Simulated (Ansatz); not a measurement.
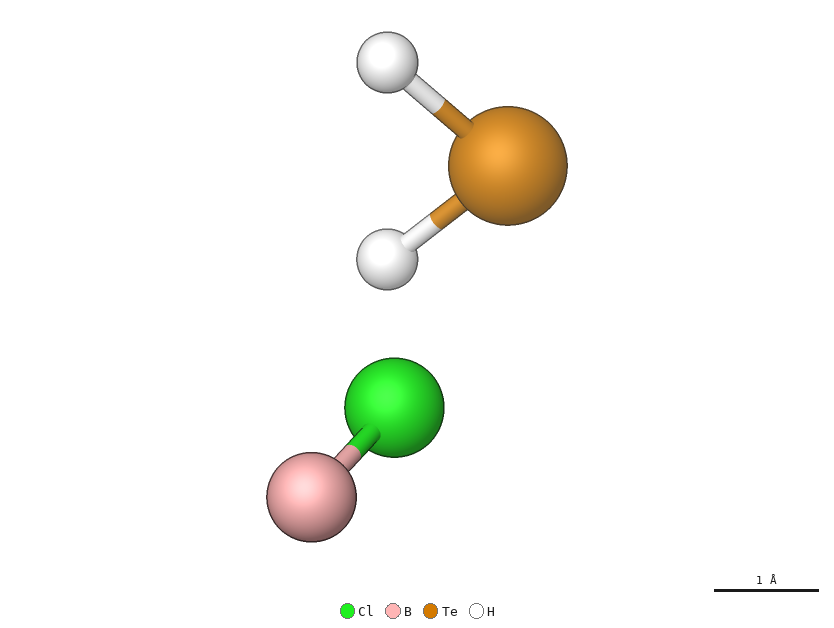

Starting geometry of the run.

Input file:

```yaml
crystal:
  periodic: [false, false, false]
  atoms:
    - {symbol: Cl, position_ang: [-1.454190, -0.588435, 1.473197]}
    - {symbol: B, position_ang: [-2.960463, -0.431568, 2.277031]}
    - {symbol: Te, position_ang: [1.906510, -0.254748, -0.965364]}
    - {symbol: H, position_ang: [0.759650, -0.198095, -2.158325]}
    - {symbol: H, position_ang: [1.678269, 1.356118, -0.657352]}
basis:
  gaussian: {orbitals: def2-TZVPP}
hamiltonian: {xc: pbe0, dispersion: d4}
output: {orbitals: {seedname: orbitals}}
```

Command:

```sh
ansatz run in.yaml --threads 2 --pin off --events-out ev --progress --plain --max-ram 4352MiB
```

What the program printed:

```
Functional definition: PBE0
  name "PBE0"
  cite "Adamo & Barone, J. Chem. Phys. 110, 6158 (1999) doi:10.1063/1.478522"
  cite "Perdew, Burke & Ernzerhof, Phys. Rev. Lett. 77, 3865 (1996) doi:10.1103/PhysRevLett.77.3865"
  parent pbe
  parameter a = 0.25
  parameter kappa = 0.804
  parameter beta = 0.06672455060314922
  exchange = (1 - a)*pbe_x(kappa = kappa, mu = beta*pi^2/3) + a*exact_x
  correlation = pbe_c(beta = beta)
1050 factors; their error is unknown
mean field evaluation 1: about -20517.7099 eV, gradient 1.1e1 eV
mean field evaluation 2: about -20517.8331 eV, gradient 1.0e1 eV
mean field evaluation 4: about -20518.0457 eV, gradient 8.8e-1 eV
mean field evaluation 8: about -20518.2371 eV, gradient 5.3e-1 eV
mean field evaluation 16: about -20518.2374 eV, gradient 8.3e-5 eV
mean field -20518.23739036 eV, -754.0313163348 hartree, gradient 8.3e-5 eV, S^2 0.000000; 0 other end points of the search recorded, 0 dependent functions left out
reference -20518.23742432 eV, -754.0313175829 hartree; 24, 24 occupied and 127, 127 virtual orbitals, 1050 factors
Total energy: -20518.30766508 eV, -754.0338988832 hartree
```
